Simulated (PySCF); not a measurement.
# C₃H₈FNSi: what the fields show

```xyz
14

N     2.0112    0.5787    0.8515
Si    0.8499    0.5124   -0.4115
C    -0.9108    0.9757    0.1668
C    -1.4181   -0.4692   -0.0272
C    -0.1863   -1.1066   -0.6919
F     0.2498   -2.2373   -0.0063
H     1.7493    0.2406    1.7652
H     2.9659    0.3262    0.6542
H     1.4400    1.1070   -1.6048
H    -1.0167    1.3358    1.1871
H    -1.4312    1.6811   -0.4764
H    -1.6169   -0.9608    0.9241
H    -2.3164   -0.5352   -0.6392
H    -0.3704   -1.4488   -1.7136
```

Geometry: GFN2-xTB.

Computed with PySCF 2.14.0, PBE0/def2-SVPD, SCF density, gas phase.

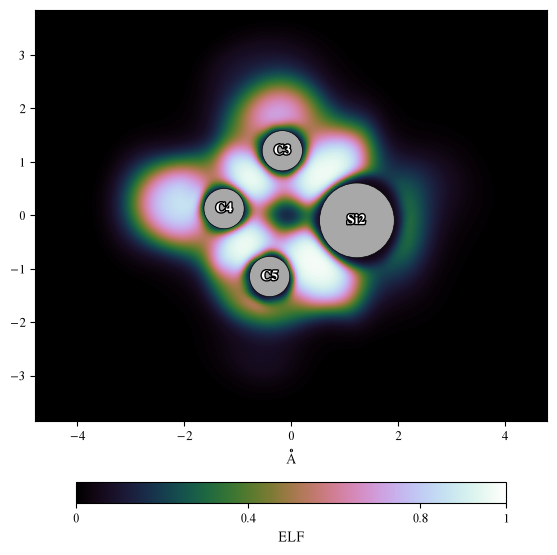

Figure 1. ELF on the plane of atoms C3, Si2 and C5. Grey discs cover the atomic cores.

> What do the fields say about this system?

- The section cuts through Si and C sites.
- C–C (1.54 Å): the ELF peaks at about 0.95 between the atoms; a shared electron pair.
- C–Si (1.91 Å): the ELF peaks at about 0.95 between the atoms; a shared electron pair.

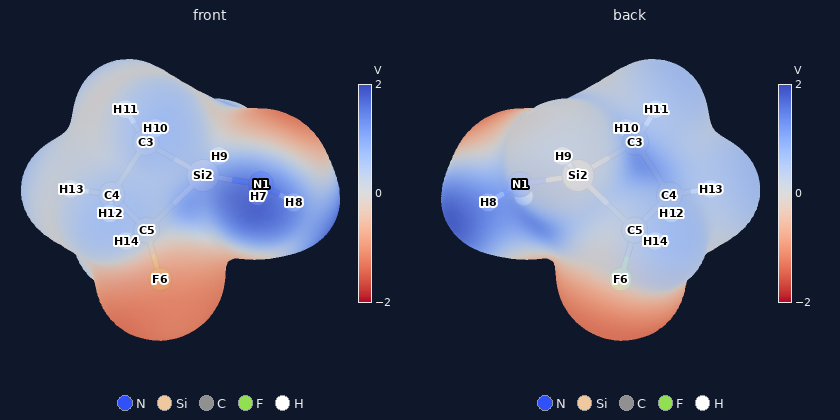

Figure 2. The molecular electrostatic potential painted on the density surface at 0.002 e/bohr³, seen from the front and from behind; the colour scale runs from red (negative) to blue (positive).

> Describe the electrostatic potential map.

The most negative region (about −1.3 V) lies over F6, the most positive (about +1.8 V) over H7 and H8.

> How polar is the molecule by this calculation?

Its dipole moment is 1.05 D.
